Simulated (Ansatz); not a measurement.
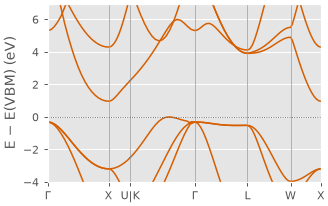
Fig. 1. Band structure from DFT-PBE in the program Ansatz with PAW potentials

Problem. Read off the gap and where the band edges lie.

Solution. About 1.0 eV (0.97 eV by a search for the band edges); maximum on the K–Γ line, 60 % of the way from K, minimum at X.

The material is BeS (rock salt, space group No. 225).

Space group Fm-3m (rock salt). A made-up cell: these elements were put on the sites of a structure type; neither database checked (COD, Materials Project) lists it. COD files the formula under space group No. 216, so this cell is another polymorph or a model. Its standing as an ambient phase is unchecked. Symmetry was held in the PBE relaxation. At this level the phase is dynamically unstable (imaginary phonons).

Potentials: the later of the program's two PAW sets.
